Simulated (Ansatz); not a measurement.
## Frequency calculation of Si2H4OF4

Si2H4OF4, computed with RKS LDA/def2-SVP (Ansatz 0.2.0).

It belongs to a series of runs on one base structure; here: vibrations at the highest image of the band. Figures and captions count atoms from 1; the log counts them from 0 in places.

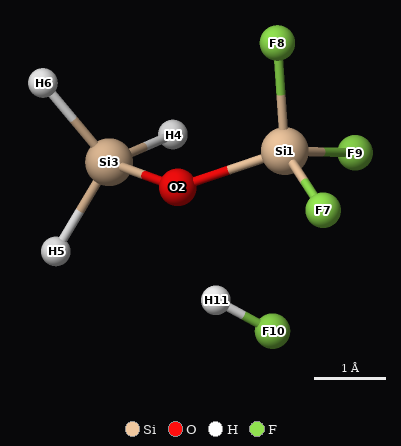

Fig. 1: The input geometry (ball-and-stick view, seen at a tilt; atoms are numbered from 1 in the order of the input).

### Input file
```yaml
crystal:
  periodic: [false, false, false]
  atoms:
    - { symbol: Si, position_ang: [-0.125789, 0.109267, 0.092126] }
    - { symbol: O, position_ang: [-0.085598, 0.005277, 1.729958] }
    - { symbol: Si, position_ang: [-1.306929, -0.38498, 2.840753] }
    - { symbol: H, position_ang: [-2.334835, -1.221091, 2.135304] }
    - { symbol: H, position_ang: [-0.6364, -1.157226, 3.936229] }
    - { symbol: H, position_ang: [-1.909995, 0.885164, 3.361587] }
    - { symbol: F, position_ang: [1.349, 0.25488, -0.469658] }
    - { symbol: F, position_ang: [-0.922723, 1.435092, -0.294147] }
    - { symbol: F, position_ang: [-0.919903, -1.093183, -0.573667] }
    - { symbol: F, position_ang: [1.1466, -2.028575, 1.075719] }
    - { symbol: H, position_ang: [0.994167, -1.289527, 1.658694] }
basis:
  gaussian: { orbitals: def2-SVP }
hamiltonian:
  xc: lda
phonons: {}
```

Launched with:
```bash
ansatz run input.yaml --threads 4 --pin off --max-ram 5120MiB --backend cpu --events-out ev --progress --plain --runs-dir out
```

### Log
```
Engine: ansatz 0.2.0, x86_64-unknown-linux-gnu
Functional definition: SPW92
  exchange = slater_x
  correlation = pw_c
1359 factors; their error is unknown
mean field evaluation 1: about -28571.5410 eV, gradient 7.1e1 eV
mean field evaluation 2: about -28550.2860 eV, gradient 1.3e2 eV
mean field evaluation 4: about -28579.5083 eV, gradient 7.3e0 eV
mean field evaluation 8: about -28579.5944 eV, gradient 9.5e-2 eV
mean field evaluation 16: about -28579.4940 eV, gradient 7.0e-5 eV
mean field -28579.49398065 eV, -1050.2770319120 hartree, gradient 7.0e-5 eV, S^2 0.000000; 0 other end points of the search recorded, 0 dependent functions left out
the calculation of the forces begins
reference -28579.49401426 eV, -1050.2770331471 hartree; 38, 38 occupied and 88, 88 virtual orbitals, 1359 factors
these checks for a lower state are left out or cut short: stability, starts, cluster_reference, orbital_swaps, neighbouring_geometries, increment
1359 factors; their error is unknown
mean field -28579.49382787 eV, -1050.2770262975 hartree, gradient 8.4e-7 eV, S^2 0.000000; 0 other end points of the search recorded, 0 dependent functions left out
[... from here on the field's lines of each further geometry are left out, up to the last ...]
the calculation of the forces begins
reference -28579.49395365 eV, -1050.2770309199 hartree; 38, 38 occupied and 88, 88 virtual orbitals, 1359 factors
these checks for a lower state are left out or cut short: stability, starts, cluster_reference, orbital_swaps, neighbouring_geometries, increment
1359 factors; their error is unknown
mean field -28579.49391886 eV, -1050.2770296412 hartree, gradient 1.8e-6 eV, S^2 0.000000; 0 other end points of the search recorded, 0 dependent functions left out
the calculation of the forces begins
reference -28579.49395246 eV, -1050.2770308763 hartree; 38, 38 occupied and 88, 88 virtual orbitals, 1359 factors
WARN: phonons: modes at or below zero, which the zero-point energy, F, S and C_V leave out: 1, the lowest at -58.41 cm⁻¹. A minimum has none, and a first-order saddle one
Total energy: -28579.49401426 eV, -1050.2770331471 hartree
Atom 0 at    -0.125789     0.109267     0.092126 Å, force     0.013930    -0.010789    -0.005710 eV/Å
Atom 1 at    -0.085598     0.005277     1.729958 Å, force    -0.010308     0.006304     0.008769 eV/Å
Atom 2 at    -1.306929    -0.384980     2.840753 Å, force    -0.002992    -0.002242    -0.006048 eV/Å
Atom 3 at    -2.334835    -1.221091     2.135304 Å, force    -0.000955     0.000305    -0.001406 eV/Å
Atom 4 at    -0.636400    -1.157226     3.936229 Å, force     0.000637     0.001524     0.000407 eV/Å
Atom 5 at    -1.909995     0.885164     3.361587 Å, force     0.004889    -0.000952     0.005228 eV/Å
Atom 6 at     1.349000     0.254880    -0.469658 Å, force    -0.002590    -0.001698    -0.002598 eV/Å
Atom 7 at    -0.922723     1.435092    -0.294147 Å, force    -0.002628     0.007884     0.003696 eV/Å
Atom 8 at    -0.919903    -1.093183    -0.573667 Å, force     0.000854    -0.004584    -0.000001 eV/Å
Atom 9 at     1.146600    -2.028575     1.075719 Å, force     0.001163    -0.003460    -0.002547 eV/Å
Atom 10 at     0.994167    -1.289527     1.658694 Å, force    -0.002000     0.007709     0.000211 eV/Å
Dipole moment:    -0.303111     0.161745     0.550286 e Å
Vibrations: -58.41 68.40 78.03 85.62 99.31 183.13 228.40 277.43 328.08 357.24 403.95 581.59 614.24 688.92 711.00 766.06 868.59 886.86 896.83 937.72 1003.60 1046.49 1064.04 2184.89 2203.96 2209.95 3595.84 cm⁻¹, zero-point energy 1.386773 eV
```

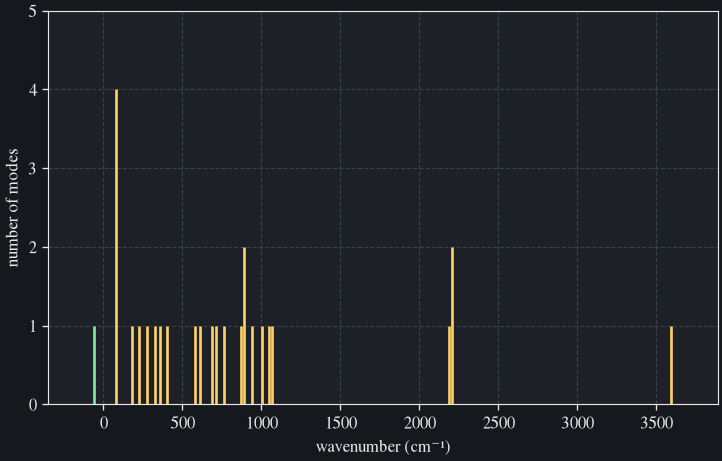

Fig. 2: Harmonic vibrational wavenumbers from the force constants; neighbouring modes closer than 17 cm⁻¹ are counted in one stick, and imaginary ones are drawn at negative wavenumbers. 27 modes from 58i to 3596 cm⁻¹, 1 imaginary beyond 8i (58i cm⁻¹): not a clean minimum; so soft a mode can be a shallow saddle, an incomplete relaxation or noise of the force constants.

### Results in brief

```json
{"quantity": "outcome", "value": "converged"}
{"quantity": "total energy", "value": "−28579.4940 eV"}
{"quantity": "mean-field energy", "value": "−28579.4940 eV"}
{"quantity": "largest force (length of the vector)", "value": "0.019 eV/Å"}
{"quantity": "hardware", "value": "4 threads of AMD EPYC (Zen 5), 16 GiB of memory available, shared host"}
{"quantity": "wall time", "value": "16 s (CPU time 55 s)"}
{"quantity": "peak memory", "value": "0.18 GiB"}
```
